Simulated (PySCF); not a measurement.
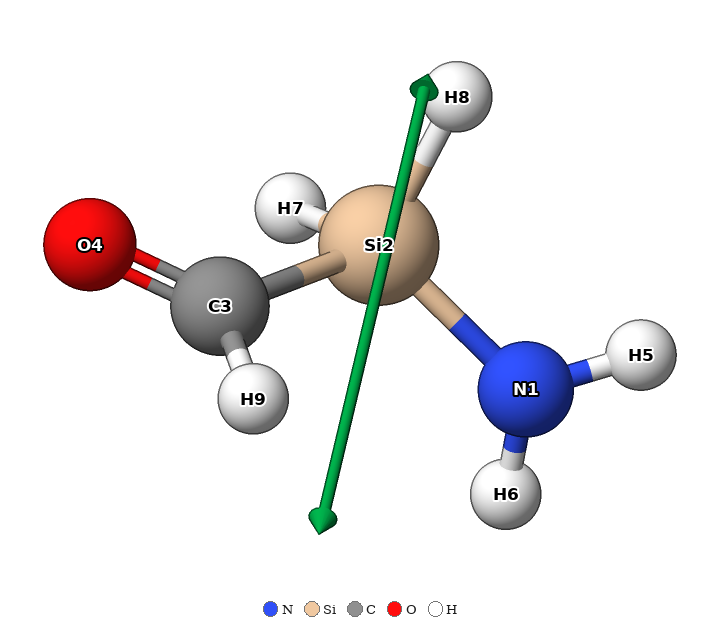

The double arrow shows the direction of the transition dipole to excited singlet state 7 (its length means nothing). The computed structure is the end point of a PBE0-D3(BJ)/def2-SVP optimisation. No frequency run is at hand to confirm it as a minimum. Level of theory: TDDFT B3LYP/def2-SVPD, vertical, gas phase, core orbitals frozen in the response (PySCF 2.14.0).

**Give its energy, strength and character.**

7.06 eV (176 nm), oscillator strength 0.15, mainly HOMO → LUMO+3 (weight 0.55); transition dipole 2.40 D.
